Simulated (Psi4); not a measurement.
# CHCl2F (SMILES FC(Cl)Cl): MP2/def2-SVPD

Aim: the energy change on altering one bond length of CHCl2F at MP2/def2-SVPD, from 2 runs. 

The results are computed with Psi4 1.11.

## Step 1: The system as given

CHCl2F: 5 atoms, total charge 0, spin state singlet. As SMILES, `FC(Cl)Cl`. The coordinates come from a PBE0-D4/def2-TZVP relaxation.

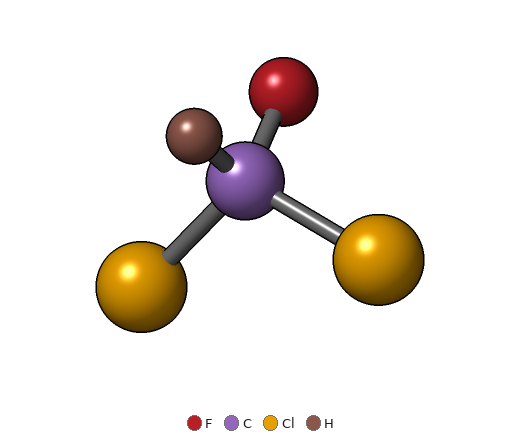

The structure, seen from a chosen angle (fluorine red, carbon purple, chlorine amber, hydrogen brown).

## Step 2: A single-point energy at MP2/def2-SVPD

Input file job.in:

```
memory 1.6 GB

molecule {
  0 1
  F
  C 1 r2
  Cl 2 r3 1 a3
  Cl 2 r4 1 a4 3 d4
  H 2 r5 1 a5 3 d5

  r2 = 1.340442
  r3 = 1.759121
  a3 = 109.44472
  r4 = 1.759127
  a4 = 109.44475
  d4 = 122.53864
  r5 = 1.087692
  a5 = 109.65805
  d5 = -118.72859
  symmetry c1
}

set globals {
  basis           def2-SVPD
  puream          true
  e_convergence   1e-09
  d_convergence   1e-08
  scf_type        pk
  num_frozen_docc 12
  mp2_type        conv
}

e = energy("mp2")
print_variables()
```

Launch:

```console
$ psi4 -n 1 job.in job.out
```

job.out:

```text
[...]
  Running in c1 symmetry.
[...]
  Nuclear repulsion =  211.954273436099868
[...]
  Multiplicity = 1
[...]
  Nalpha       = 25
  Nbeta        = 25
[...]
    Number of basis functions: 105
[...]
   @RHF iter   1: -1056.40886493732637   -9.39602e-02   3.75143e-03 DIIS/ADIIS
[...]
   @RHF iter  11: -1056.48744643745840   -1.56888e-11   7.75732e-09 DIIS
[...]
    Orbital Energies [Eh]
    ---------------------
    Doubly Occupied:
       1A   -104.837614     2A   -104.837565     3A    -26.349167
       4A    -11.467798     5A    -10.598117     6A    -10.598102
       7A     -8.073221     8A     -8.073208     9A     -8.069526
      10A     -8.069524    11A     -8.069443    12A     -8.069437
      13A     -1.654785    14A     -1.207629    15A     -1.124306
      16A     -0.918046    17A     -0.791303    18A     -0.750553
      19A     -0.733925    20A     -0.613383    21A     -0.581481
      22A     -0.509976    23A     -0.486638    24A     -0.479883
      25A     -0.464736
[...]
  @RHF Final Energy: -1056.48744643745840
   => Energetics <=
    Nuclear Repulsion Energy =            211.9542734360998679
    One-Electron Energy =               -1882.0247078522409083
    Two-Electron Energy =                 613.5829879786826950
    Total Energy =                      -1056.4874464374584022
[...]
 Multipole Moments:
 ------------------------------------------------------------------------------------
     Multipole            Electronic (a.u.)      Nuclear  (a.u.)        Total (a.u.)
 ------------------------------------------------------------------------------------
 L = 1.  Multiply by 2.5417464519 to convert [e a0] to [Debye]
 Dipole X            :          0.8313576           -1.2574498           -0.4260922
 Dipole Y            :         -0.4556914            0.6892668            0.2335754
 Dipole Z            :         -0.5286161            0.8210959            0.2924798
 Magnitude           :                                                    0.5671477
[...]
	SCS-MP2 Total Energy (a.u.)        : -1057.09516683866286
	SOS-MP2 Total Energy (a.u.)        : -1057.08437615737671
	SCSN-MP2 Total Energy (a.u.)       : -1056.78686653627665
[...]
	SOS-PI-MP2 Total Energy (a.u.)     : -1057.13029382813966
[...]
	MP2 Total Energy (a.u.)            : -1057.11674820123471
[...]
```

Wall time 17 s (1 thread of Intel Xeon Platinum 8259CL at 2.50GHz (Skylake/Cascade Lake), shared host); peak memory 0.69 GiB.

## Step 3: The distorted shape

Input file chcl2f.inp:

```
memory 1.6 GB

molecule {
  F     -0.889116     0.149051     1.830283
  C      0.006400     0.099400     0.030700
  Cl     1.459900    -0.886800     0.126900
  Cl    -1.120400    -0.525200    -1.167100
  H      0.294600     1.106400    -0.262500
  symmetry c1
}

set {
  basis           def2-SVPD
  puream          true
  e_convergence   1e-09
  d_convergence   1e-08
  scf_type        pk
  num_frozen_docc 12
  mp2_type        conv
}

E, wfn = energy('mp2', return_wfn=True)
print_variables()
```

Launch:

```console
$ psi4 chcl2f.inp chcl2f.out -n 1
```

chcl2f.out:

```text
[...]
  Running in c1 symmetry.
[...]
  Nuclear repulsion =  193.149095554603633
[...]
  Multiplicity = 1
[...]
  Nalpha       = 25
  Nbeta        = 25
[...]
    Number of basis functions: 105
[...]
   @RHF iter   1: -1056.19043336005871   -5.79319e-01   5.31553e-03 DIIS/ADIIS
[...]
   @RHF iter  13: -1056.35858044891575   -1.34150e-11   8.69996e-09 DIIS
[...]
    Orbital Energies [Eh]
    ---------------------
    Doubly Occupied:
       1A   -104.883363     2A   -104.883310     3A    -26.236585
       4A    -11.518286     5A    -10.641935     6A    -10.641919
       7A     -8.117002     8A     -8.116989     9A     -8.113208
      10A     -8.113198    11A     -8.112950    12A     -8.112942
      13A     -1.429079    14A     -1.248790    15A     -1.155088
      16A     -0.912563    17A     -0.706509    18A     -0.655687
      19A     -0.608079    20A     -0.565750    21A     -0.563996
      22A     -0.521997    23A     -0.516581    24A     -0.497637
      25A     -0.490563
[...]
  @RHF Final Energy: -1056.35858044891575
   => Energetics <=
    Nuclear Repulsion Energy =            193.1490955546036332
    One-Electron Energy =               -1844.2873393441643657
    Two-Electron Energy =                 594.7796633406447881
    Total Energy =                      -1056.3585804489157454
[...]
 Multipole Moments:
 ------------------------------------------------------------------------------------
     Multipole            Electronic (a.u.)      Nuclear  (a.u.)        Total (a.u.)
 ------------------------------------------------------------------------------------
 L = 1.  Multiply by 2.5417464519 to convert [e a0] to [Debye]
 Dipole X            :          0.0935127            0.7204294            0.8139421
 Dipole Y            :         -1.2215182            1.3921803            0.1706621
 Dipole Z            :         -0.5278928           -1.0474528           -1.5753456
 Magnitude           :                                                    1.7813874
[...]
	SCS-MP2 Total Energy (a.u.)        : -1057.00156480051010
	SOS-MP2 Total Energy (a.u.)        : -1056.94251147069144
	SCSN-MP2 Total Energy (a.u.)       : -1056.67038203035872
[...]
	SOS-PI-MP2 Total Energy (a.u.)     : -1057.03983330765413
[...]
	MP2 Total Energy (a.u.)            : -1057.02234962318494
[...]
```

It took 17 s on 1 thread of Intel Xeon Platinum 8259CL at 2.50GHz (Skylake/Cascade Lake), shared host; peak memory 0.69 GiB.

## Step 4: What came out

At MP2/def2-SVPD, 12 core orbitals frozen:

```
                                                         quantity           value
                                        first shape: total energy  -1057.11675 Eh
                 first shape: HOMO energy (Hartree–Fock orbitals)       -12.65 eV
                 first shape: LUMO energy (Hartree–Fock orbitals)         2.50 eV
               first shape: HOMO–LUMO gap (Hartree–Fock orbitals)        15.14 eV
        first shape: correlation energy (12 core orbitals frozen)      -629.3 mEh
                                    distorted shape: total energy  -1057.02235 Eh
             distorted shape: HOMO energy (Hartree–Fock orbitals)       -13.35 eV
             distorted shape: LUMO energy (Hartree–Fock orbitals)         0.07 eV
           distorted shape: HOMO–LUMO gap (Hartree–Fock orbitals)        13.41 eV
    distorted shape: correlation energy (12 core orbitals frozen)      -663.8 mEh
energy change with the F1–C2 bond stretched from 1.340 to 2.011 Å        2.569 eV
```

What this shows: With the F1–C2 bond stretched from 1.340 to 2.011 Å the energy rises by 2.57 eV (248 kJ/mol). The first shape isn't relaxed at this level, so the change isn't measured from a minimum.
